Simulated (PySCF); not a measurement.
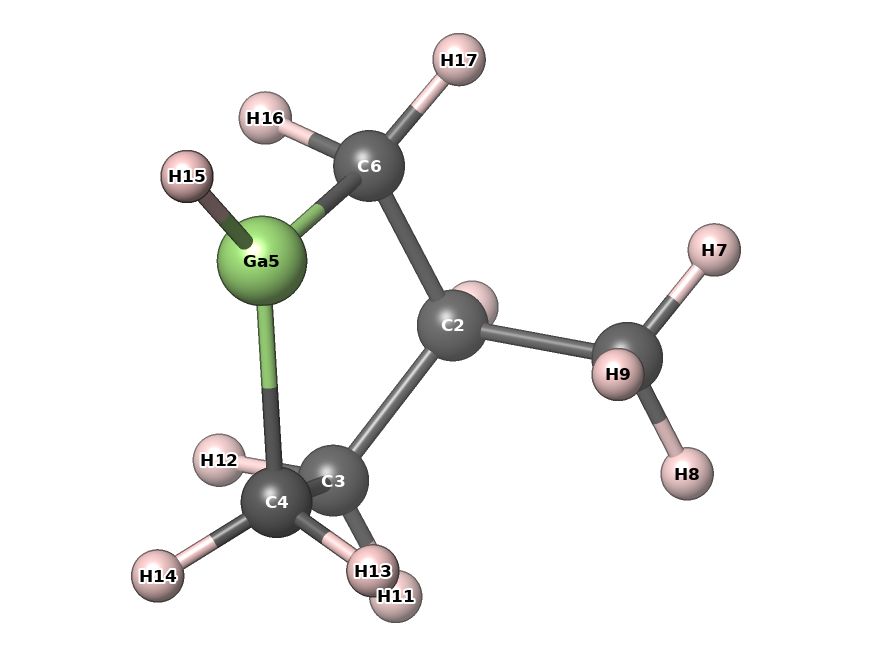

C3 lies behind C4. The molecule seen a little off the C4–C3 bond, C4 in front. Atoms fade into the background with distance from the viewer. The geometry was computed by an optimisation with PBE0-D3(BJ)/def2-SVP. No frequency run is at hand to confirm it as a minimum.

What is the torsion angle Ga5–C4–C3–C2? The sign is positive where the front bond must turn clockwise to cover the back bond.

Answer. 34°, synclinal (gauche).
